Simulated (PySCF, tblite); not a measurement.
# C5H9ClFSi radical: geometry, infrared bands and EPR parameters

Wanted: the infrared bands and EPR parameters of C5H9ClFSi radical (`C/C([CH]CF)=C/[SiH2]Cl`), by calculation.

Programs: tblite 0.8.0 and PySCF 2.14.0, with density-fitted response routines of our own. Each step states its level of theory. These are calculated values for one molecule in the gas phase, unless marked as measured. Atoms are numbered from 0 throughout.

## (1) The starting structure

17 atoms, charge 0, multiplicity 2; geometry from: force field or distance geometry start.

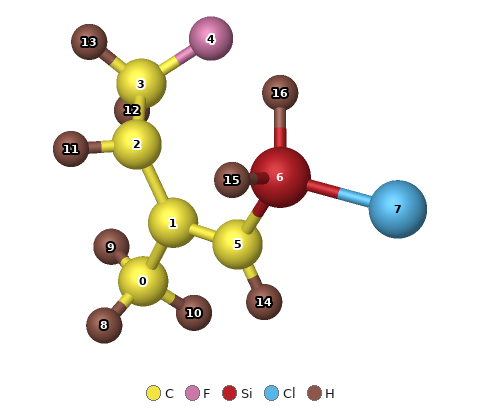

As it starts; carbon yellow, fluorine pink, silicon red, chlorine blue, hydrogen brown, atoms numbered.

## (2) Relaxing the molecule with GFN2-xTB

The job: settings as JSON, then the geometry in Å.

```
{"job": {"kind": "relax", "xc": "GFN2-xTB", "basis": "xTB"}, "charge": 0, "multiplicity": 2}
C     -1.641000    -1.290500     0.157100
C     -0.378500    -0.515300     0.215200
C     -0.257600     0.889900     0.615300
C     -0.919800     1.876200    -0.348800
F     -0.019900     2.288100    -1.313900
C      0.741900    -1.168100    -0.092600
Si     2.378200    -0.321700    -0.047400
Cl     3.826600    -1.369700    -1.123300
H     -1.746800    -1.841500     1.117200
H     -2.452500    -0.572500    -0.030300
H     -1.635300    -2.003900    -0.698100
H     -0.729600     1.099800     1.608100
H     -1.867500     1.520800    -0.758300
H     -1.162400     2.770600     0.289800
H      0.663500    -2.202100    -0.373500
H      2.889500    -0.190400     1.353700
H      2.304200     1.042200    -0.579900
```

Started as:

```
$ OMP_NUM_THREADS=1 python probes_run.py task.json out
```

One launch serves the whole session: the jobs run in the order shown.

**Question.** This job is followed by: GFN2-xTB harmonic vibrations, gas phase; UKS B3LYP, pcH-1 on C Cl F H Si, non-relativistic, mean-field spin-orbit, GIAO. Predict these results of the whole session: strongest single infrared mode (GFN2-xTB); zero-point energy (GFN2-xTB); g(iso) (B3LYP); ⟨S²⟩; largest a(iso) (averaged by class); surface potential, least and greatest.

**Answer**, as computed:

```
                                 quantity                     value
strongest single infrared mode (GFN2-xTB)      711 cm⁻¹, 605 km/mol
             zero-point energy (GFN2-xTB)             76.0 kcal/mol
                           g(iso) (B3LYP)                   2.00260
                                     ⟨S²⟩        0.775 (exact 0.75)
       largest a(iso) (averaged by class)  1H on H12, H13, 75.9 MHz
    surface potential, least and greatest        -0.89 V and 1.24 V
```

**Reading.** Relaxing lowered the energy by 1.568 eV in 180 steps; the close pair that moved most is C1–C2, from 1.466 to 1.376 Å. All 45 modes are real, so the xTB geometry is a minimum. The strongest single mode, at 711 cm⁻¹, moves mainly H15 and H16. Unscaled tight-binding wavenumbers are off by several per cent, some by more. Its intensities can rank the bands wrongly. The largest spin populations lie on C5 (0.65 e), C2 (0.63 e). The isotropic g lies 0.3 ppt above the free-electron value.
